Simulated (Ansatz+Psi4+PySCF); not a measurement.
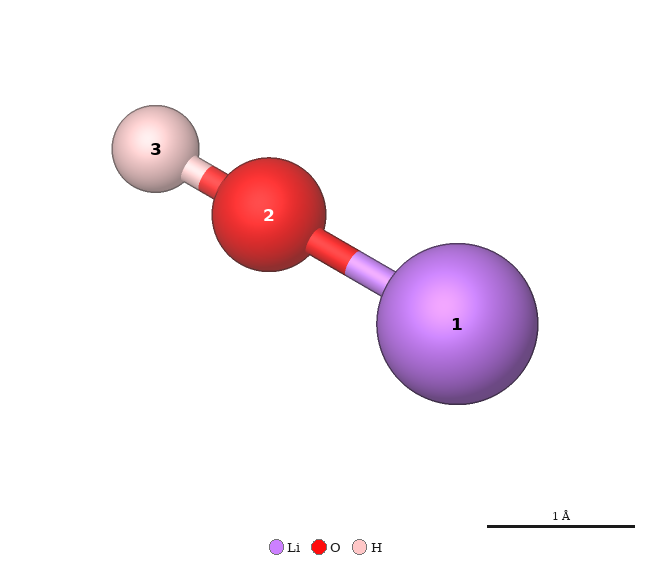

Source: calculation with Ansatz+Psi4+PySCF.

Orthographic view. Depth is shown by fading: the farther an atom, the more it takes the colour of the background. Charge +1, doublet. Geometry: a fixed input geometry, not necessarily a minimum.

Give the geometry as a Z-matrix, atoms in numerical order, with these reference atoms: 2 to 1; 3 to 2, 1.

```
Li 
O    1   1.579
H    2   0.951   1   180.0
```
